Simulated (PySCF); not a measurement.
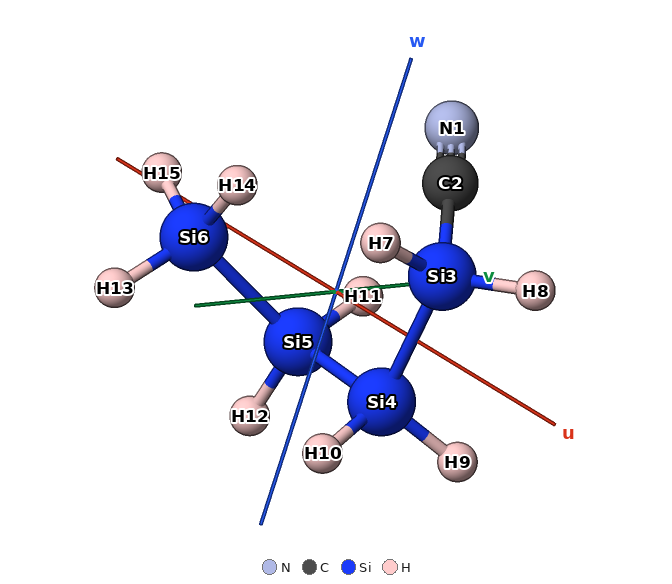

The lines u, v and w are the principal axes of the static dipole polarisability. The geometry was computed by an optimisation with PBE0-D3(BJ)/def2-SVP. No frequency run is at hand to confirm it as a minimum. Computed with B3LYP/def2-SVPD (PySCF 2.14.0).

Along which axis is the molecule most polarisable, and along which least?

Answer. Most along u, least along v.

Give the three principal values.

Answer. u 149.3, v 118.4, w 134.5 bohr³; mean 134.1, anisotropy 26.7 bohr³.
